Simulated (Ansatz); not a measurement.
C₆H₂₁N₃SSi₂ (charge +1, doublet)

Input

```
crystal:
  periodic: [false, false, false]
  atoms:
    - {symbol: Si, position_ang: [-0.018646, -0.148575, 0.410069]}
    - {symbol: N, position_ang: [-1.200209, -0.771583, -0.753433]}
    - {symbol: C, position_ang: [-2.264883, -1.684863, -0.386807]}
    - {symbol: C, position_ang: [-1.371654, -0.151850, -2.054512]}
    - {symbol: N, position_ang: [-0.788598, 1.373879, 0.909165]}
    - {symbol: C, position_ang: [-1.671633, 1.504384, 2.049546]}
    - {symbol: C, position_ang: [-0.755048, 2.528369, 0.034580]}
    - {symbol: N, position_ang: [1.443009, 0.184460, -0.399049]}
    - {symbol: C, position_ang: [2.422822, 1.061700, 0.236073]}
    - {symbol: C, position_ang: [1.932090, -0.482690, -1.598232]}
    - {symbol: S, position_ang: [0.068472, -1.347394, 2.154707]}
    - {symbol: Si, position_ang: [1.706676, -2.637979, 1.488312]}
    - {symbol: H, position_ang: [-2.270486, -2.540583, -1.086938]}
    - {symbol: H, position_ang: [-2.117569, -2.070432, 0.630051]}
    - {symbol: H, position_ang: [-3.252500, -1.195226, -0.464081]}
    - {symbol: H, position_ang: [-0.527832, 0.505701, -2.296487]}
    - {symbol: H, position_ang: [-1.448257, -0.931395, -2.833249]}
    - {symbol: H, position_ang: [-2.308606, 0.434866, -2.091845]}
    - {symbol: H, position_ang: [-2.703827, 1.729740, 1.723621]}
    - {symbol: H, position_ang: [-1.338374, 2.348127, 2.681899]}
    - {symbol: H, position_ang: [-1.670675, 0.593235, 2.661320]}
    - {symbol: H, position_ang: [-0.439229, 3.419410, 0.607259]}
    - {symbol: H, position_ang: [-0.044857, 2.373588, -0.788055]}
    - {symbol: H, position_ang: [-1.758774, 2.746708, -0.376532]}
    - {symbol: H, position_ang: [2.030306, 1.468309, 1.182053]}
    - {symbol: H, position_ang: [2.675992, 1.913522, -0.421842]}
    - {symbol: H, position_ang: [3.357176, 0.517993, 0.463009]}
    - {symbol: H, position_ang: [2.858690, -1.045585, -1.383772]}
    - {symbol: H, position_ang: [2.161314, 0.248915, -2.394488]}
    - {symbol: H, position_ang: [1.191631, -1.198432, -1.982127]}
    - {symbol: H, position_ang: [2.981611, -1.872562, 1.501281]}
    - {symbol: H, position_ang: [1.404029, -3.121594, 0.111884]}
    - {symbol: H, position_ang: [1.717820, -3.752161, 2.466609]}
basis:
  gaussian: {orbitals: def2-TZVP, fitting: {mean_field: def2-universal-jkfit}, initial_orbitals: start.molden}
total_charge: 1
magnetization: {spin_polarized: true, initial_magnetization: 1}
hamiltonian: {xc: pbe0, dispersion: d4}
scf: {omitted_lower_state_checks: [starts]}
output: {orbitals: {seedname: orbitals}}
```

Command:

```sh
ansatz run in.yaml --threads 2 --pin off --events-out ev --progress --plain --max-ram 22528MiB --backend cuda --devices 0, --max-vram 18GiB
```

Geometry: r2SCAN-D4/def2-SVP.

Theory: Ansatz, UKS PBE0-D4/def2-TZVP.

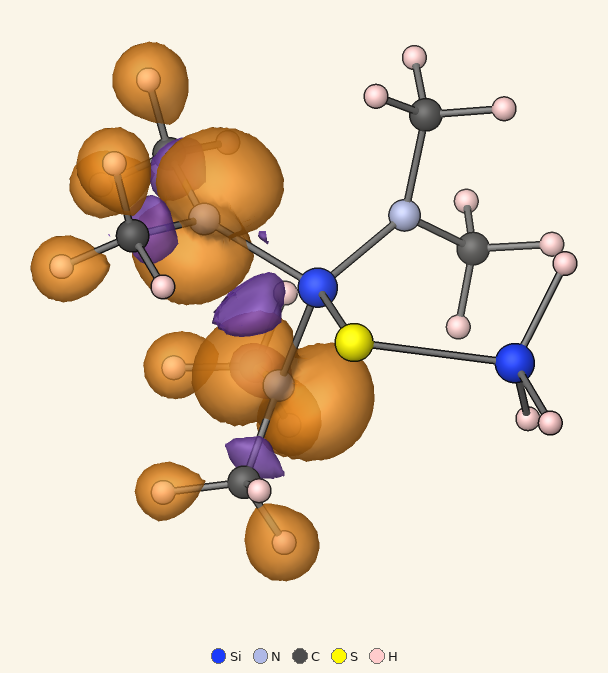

Figure 1. Isosurfaces of the spin density (α minus β) at +0.015 (orange) and −0.015 e/Å³ (purple), seen across its widest extent.

Question: Describe the spin distribution.

Answer: The unpaired spin (1 electron) lies mostly on N5 (about 0.4) and N2 (about 0.3), in electrons by Hirshfeld's partition.

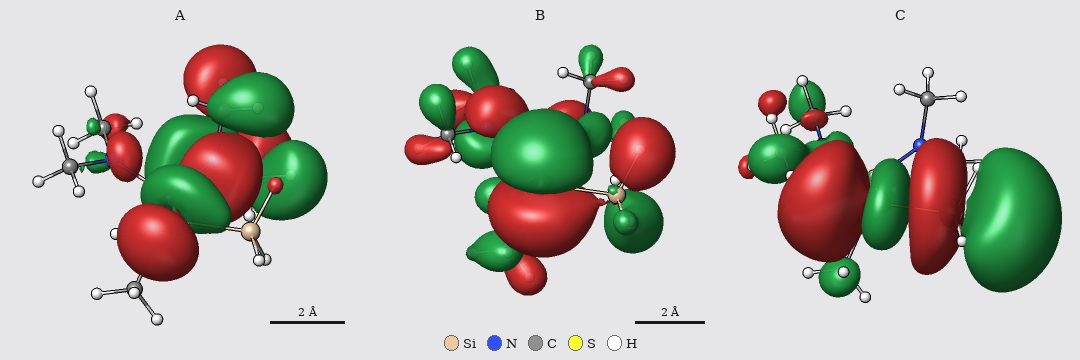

Figure 2. Three frontier orbitals at ±0.05 Å⁻³ᐟ² (green and red are the two phases), in no order.

Question: Which picture is the HOMO−1, the HOMO and the LUMO? All are α orbitals.

Answer: B is the HOMO−1 (α) (−11.11 eV). It lies mainly on S11 (about 55 %), Si12 (about 5 %), N5 (about 5 %) and Si1 (about 5 %). A is the HOMO (α) (−10.37 eV). It lies mainly on N8 (about 45 %), S11 (about 10 %), Si1 (about 10 %), C10 (about 10 %) and C9 (about 5 %). C is the LUMO (α) (−3.32 eV). It lies mainly on Si12 (about 40 %) and S11 (about 20 %).

Question: What is the gap between the highest occupied and lowest empty α orbitals?

Answer: 7.05 eV between the orbital energies.

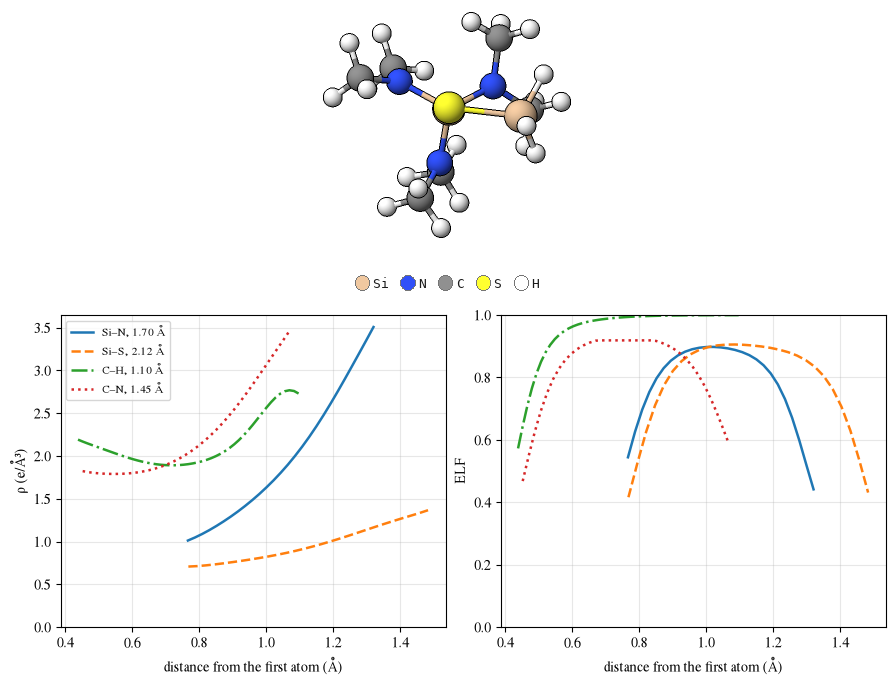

Figure 3. Electron density and electron localisation function along straight lines between neighbouring atoms. The curves leave out the atomic cores. The structure is drawn too.

Question: What can be read from the curves?

Answer: Si–N (1.70 Å): the density is about 1.2 e/Å³ at the midpoint; the ELF peaks at about 0.90 between the atoms: a shared but strongly polarised pair.
Si–S (2.12 Å): ρ at the midpoint is about 0.87 e/Å³; the ELF peaks at about 0.90 between the atoms: localised, covalent bonding.
C–H (1.10 Å): the density is about 2 e/Å³ at the midpoint; the ELF climbs to about 1 towards the hydrogen, as it does in any bond to H: an ordinary covalent bond to hydrogen.
C–N (1.45 Å): the density is about 1.9 e/Å³ at the midpoint; the ELF peaks at about 0.90 between the atoms, as expected for a shared electron pair.
